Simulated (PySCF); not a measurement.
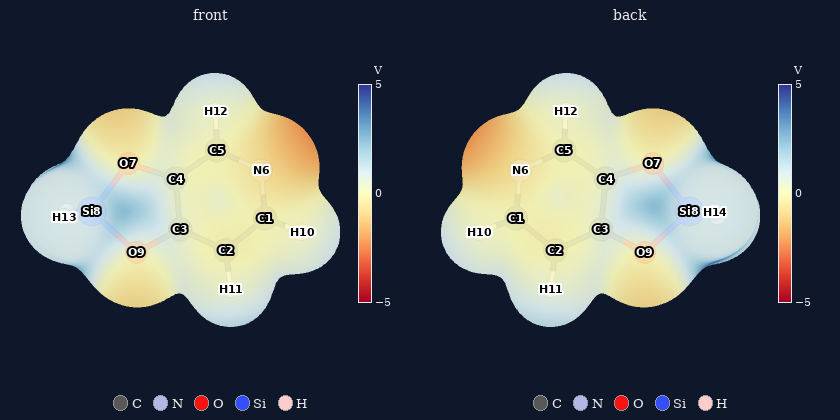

*C5H5NO2Si (SMILES c1cc2c(cn1)O[SiH2]O2). The molecular electrostatic potential painted on the density surface at 0.004 e/bohr³, seen from the front and from behind; red is negative and blue positive.*

Geometry: GFN2-xTB.

Theory: CAM-B3LYP/def2-SVPD, SCF density, gas phase (PySCF 2.14.0).

```yaml
atoms:
  - { symbol: C, position_ang: [-2.2382, -0.3293, -0.2808] }
  - { symbol: C, position_ang: [-1.1340, -1.1541, -0.4897] }
  - { symbol: C, position_ang: [0.0950, -0.6024, -0.2064] }
  - { symbol: C, position_ang: [0.1743, 0.7152, 0.2622] }
  - { symbol: C, position_ang: [-0.9834, 1.4412, 0.4318] }
  - { symbol: N, position_ang: [-2.1695, 0.9100, 0.1590] }
  - { symbol: O, position_ang: [1.4525, 1.1132, 0.4948] }
  - { symbol: Si, position_ang: [2.4951, -0.1244, 0.1377] }
  - { symbol: O, position_ang: [1.3070, -1.1911, -0.3242] }
  - { symbol: H, position_ang: [-3.2359, -0.6938, -0.4812] }
  - { symbol: H, position_ang: [-1.2323, -2.1641, -0.8516] }
  - { symbol: H, position_ang: [-0.9761, 2.4600, 0.7894] }
  - { symbol: H, position_ang: [3.3101, 0.2234, -1.0113] }
  - { symbol: H, position_ang: [3.1350, -0.6043, 1.3483] }
```

Where is the surface potential most negative and most positive?

The most negative region (about −2.2 V) lies over N6, the most positive (about +3.9 V) over Si8. N6 is the likeliest acceptor of a hydrogen bond.

How polar is the molecule by this calculation?

Its dipole moment is 3.20 D.
